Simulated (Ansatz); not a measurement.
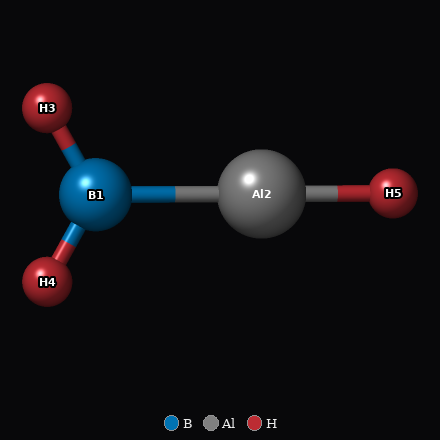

The system is AlBH3, SMILES [BH2][AlH], spin multiplicity 2; the picture shows the reference structure. Coordinates scanned: (1) bond length B1–Al2; (2) bond length Al2–H5. Nothing is relaxed (all other coordinates rigid). The grid has 13 × 13 points. Points are written as (first, second). Energies are in kJ/mol, from the relaxed molecule at the same level. Computed with Ansatz, UKS B3LYP-D4/def2-TZVP.

Its coordinates:

```xyz
5

B    -0.2314   -0.8320    0.1787
Al    0.2925    1.0527   -0.2249
H    -1.2651   -1.0446    0.7328
H     0.4973   -1.7200   -0.1394
H     0.7067    2.5439   -0.5471
```

Range: bond length B1–Al2 from 1.638 to 2.996 Å; bond length Al2–H5 from 1.391 to 1.976 Å.

**What landscape does the calculation give?**

The lowest grid point is at (1.977 Å, 1.586 Å), 0.29 kJ/mol from the relaxed molecule at the same level. No other kind of well shows on this grid. The highest grid point, (2.996 Å, 1.391 Å), lies 245 kJ/mol above the lowest. Round the minimum the contours are nearly round: the two directions are equally stiff and uncoupled.

| bond length Al2–H5 ↓, bond length B1–Al2 → | 1.638 | 1.751 | 1.864 | 1.977 | 2.091 | 2.204 | 2.317 | 2.430 | 2.543 | 2.656 | 2.770 | 2.883 | 2.996 |
| --- | --- | --- | --- | --- | --- | --- | --- | --- | --- | --- | --- | --- | --- |
| 1.976 | 198 | 114 | 73 | 59 | 64 | 79 | 101 | 127 | 154 | 181 | 208 | 228 | 234 |
| 1.927 | 188 | 104 | 62 | 49 | 53 | 69 | 91 | 117 | 144 | 171 | 199 | 221 | 229 |
| 1.879 | 178 | 94 | 52 | 39 | 43 | 59 | 81 | 107 | 134 | 162 | 190 | 214 | 224 |
| 1.830 | 168 | 84 | 42 | 29 | 34 | 50 | 72 | 98 | 125 | 153 | 181 | 207 | 220 |
| 1.781 | 159 | 75 | 34 | 20 | 25 | 41 | 64 | 90 | 117 | 145 | 173 | 199 | 216 |
| 1.732 | 152 | 68 | 26 | 12 | 17 | 33 | 56 | 83 | 110 | 138 | 166 | 193 | 212 |
| 1.684 | 146 | 62 | 20 | 6 | 11 | 27 | 51 | 77 | 105 | 133 | 161 | 188 | 210 |
| 1.635 | 142 | 58 | 16 | 2 | 7 | 23 | 47 | 73 | 101 | 129 | 158 | 185 | 209 |
| 1.586 | 141 | 56 | 14 | 0 | 5 | 22 | 45 | 72 | 100 | 128 | 157 | 185 | 210 |
| 1.537 | 143 | 58 | 15 | 2 | 6 | 23 | 46 | 74 | 102 | 130 | 159 | 187 | 213 |
| 1.489 | 148 | 63 | 20 | 6 | 11 | 28 | 51 | 79 | 107 | 136 | 165 | 193 | 219 |
| 1.440 | 158 | 72 | 30 | 16 | 21 | 37 | 61 | 88 | 117 | 145 | 175 | 203 | 230 |
| 1.391 | 173 | 87 | 44 | 30 | 35 | 52 | 76 | 103 | 132 | 161 | 190 | 219 | 246 |

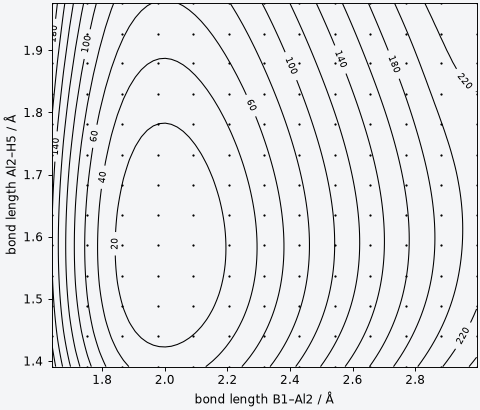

Drawn: contour lines labelled in kJ/mol, dots at the grid points. Between grid points the surface is interpolated.

Time for the 169 points that were run: 11 min on 1 thread of Arm Neoverse V2, on a shared host.
